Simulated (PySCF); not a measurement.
**H4OSi···CH4O: density, localisation and related maps**

```yaml
atoms:
  - { symbol: O, position_ang: [-0.3525, -1.4619, -0.1278] }
  - { symbol: Si, position_ang: [-0.0843, 0.1476, 0.2041] }
  - { symbol: H, position_ang: [0.3688, -2.0847, 0.0808] }
  - { symbol: H, position_ang: [0.1836, 0.3708, 1.6623] }
  - { symbol: H, position_ang: [-1.3175, 0.8826, -0.1900] }
  - { symbol: H, position_ang: [1.0882, 0.6890, -0.5532] }
  - { symbol: C, position_ang: [2.2066, -2.7876, 1.8904] }
  - { symbol: O, position_ang: [1.6501, -3.2059, 0.6597] }
  - { symbol: H, position_ang: [2.7077, -1.8291, 1.7078] }
  - { symbol: H, position_ang: [1.4328, -2.6366, 2.6602] }
  - { symbol: H, position_ang: [2.9548, -3.5052, 2.2604] }
  - { symbol: H, position_ang: [1.2767, -4.0861, 0.7508] }
```

Geometry: PBE0-D3(BJ)/def2-SVPD.

Computed with wB97M-D3(BJ)/def2-TZVPD, SCF density, gas phase in PySCF.

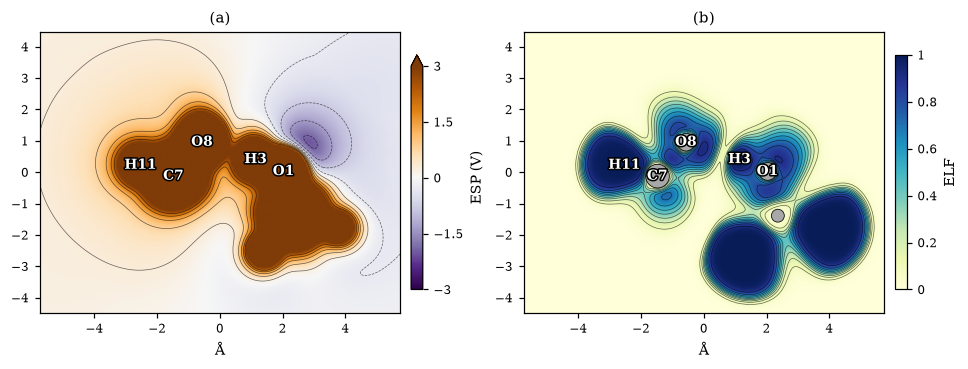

Figure 1. (a) electrostatic potential; (b) ELF on the plane of atoms O8, C7 and H11. Grey discs cover the atomic cores in the ELF map.

> Describe what can be read from this map.

- The plane passes through O, H and C nuclei.
- O8···H3 (1.80 Å): the ELF dips to about 0.10 between them (by its geometry a hydrogen bond between the two molecules, with no shared pair).
- C–O (1.41 Å): the ELF peaks at about 0.90 between the atoms (a shared but strongly polarised pair).
- O–H (0.98 Å): the ELF climbs to about 1 towards the hydrogen, as it does in any bond to H; an ordinary covalent bond to hydrogen.
- C–H (1.10 Å): the ELF climbs to about 1 towards the hydrogen (an ordinary covalent bond to hydrogen).
- The ELF also peaks beside O1, away from the bonds: lone-pair regions.
- Outside the dense part of the complex the potential is most negative (−2.0 V) near O1.

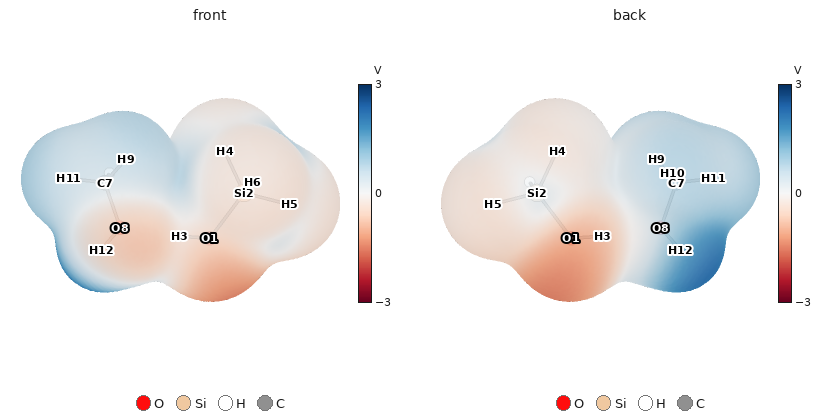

Figure 2. The electrostatic potential painted on the density surface at 0.001 e/bohr³, seen from the front and from behind; red is negative and blue positive.

> Which sites attract a positive test charge, and which a negative one?

A positive charge is drawn to the negative regions and a negative charge to the positive ones. The most negative region (about −1.4 V, or −32 kcal/mol for a unit charge) lies over O1, the most positive (about +2.2 V, or +51 kcal/mol for a unit charge) over H12. O1 is the likeliest acceptor of a hydrogen bond.
